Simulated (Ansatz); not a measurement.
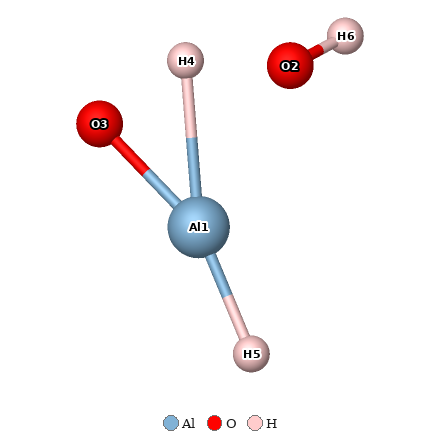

The system is the reacting system AlH3O2; the picture shows the reference structure. The first coordinate is: distance O2–H4 (bond that forms); the second: distance O3–H4 (bond that breaks). Relaxed at each point: all other coordinates. The scan uses a 10 × 10 grid. Points are written as (first, second). All energies are given in kcal/mol relative to the lowest grid point. The reference is spin-restricted, so regions where a bond is pulled apart into radicals lie too high. The calculation used RKS PBE0-D4/def2-SVP (Ansatz).

Its coordinates:

```xyz
6

Al   -0.9262    0.1968   -0.3161
O     1.1945    0.2969    0.1770
O    -0.4275   -1.3704   -0.5351
H     0.6682   -0.8221   -0.1589
H    -1.9117    1.4111   -0.2864
H     1.4028    0.2876    1.1194
```

Range: distance O2–H4 (bond that forms) from 0.873 to 2.673 Å; distance O3–H4 (bond that breaks) from 0.873 to 2.373 Å.

> What landscape does the calculation give?

The lowest grid point is at (2.673 Å, 0.969 Å). It lies at the edge of the scanned range, so the true minimum may lie outside. Other grid points that lie below all their neighbours: (0.988 Å, 1.777 Å) (59 kcal/mol higher). The highest grid point, (0.873 Å, 0.873 Å), lies 205 kcal/mol above the lowest.

| second ↓, first → | 0.873 | 0.988 | 1.148 | 1.329 | 1.526 | 1.736 | 1.957 | 2.188 | 2.427 | 2.673 |
| --- | --- | --- | --- | --- | --- | --- | --- | --- | --- | --- |
| 2.373 | 68 | 61 | 71 | 91 | 110 | 124 | 134 | 139 | 141 | 143 |
| 2.168 | 69 | 60 | 69 | 86 | 103 | 115 | 123 | 127 | 129 | 130 |
| 1.969 | 70 | 59 | 66 | 80 | 94 | 104 | 109 | 112 | 113 | 114 |
| 1.777 | 71 | 59 | 62 | 73 | 83 | 90 | 93 | 95 | 95 | 95 |
| 1.592 | 75 | 60 | 59 | 64 | 70 | 73 | 74 | 74 | 74 | 74 |
| 1.417 | 83 | 64 | 55 | 54 | 55 | 54 | 53 | 52 | 51 | 51 |
| 1.253 | 98 | 70 | 53 | 45 | 40 | 36 | 33 | 30 | 29 | 28 |
| 1.102 | 122 | 84 | 56 | 39 | 29 | 22 | 16 | 13 | 10 | 9 |
| 0.969 | 160 | 109 | 69 | 43 | 28 | 17 | 11 | 6 | 2 | 0 |
| 0.873 | 205 | 142 | 91 | 59 | 39 | 27 | 19 | 13 | 9 | 6 |

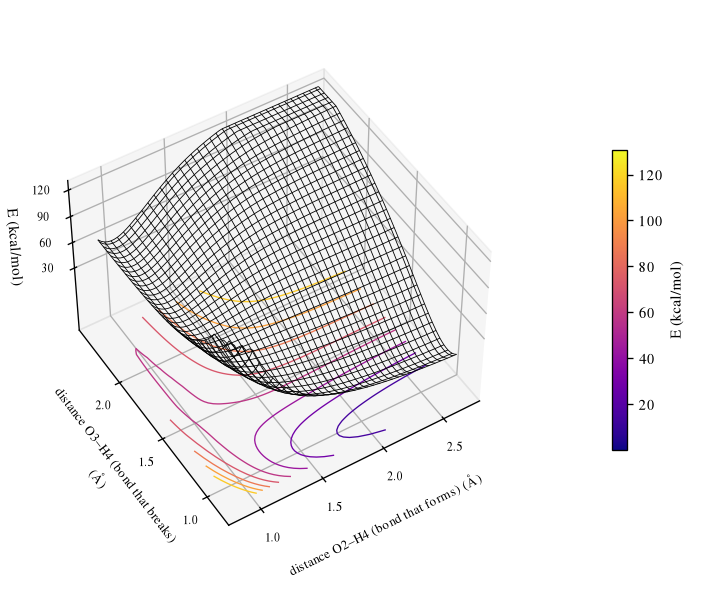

Drawn: a relief with its contours projected below, any walls above the top of the colour scale cut off. Between grid points the surface is interpolated.

Time for the 100 points that were run: 14 min on 1 thread of Intel(R) Xeon(R) 6975P-C (Granite Rapids) (shared host).
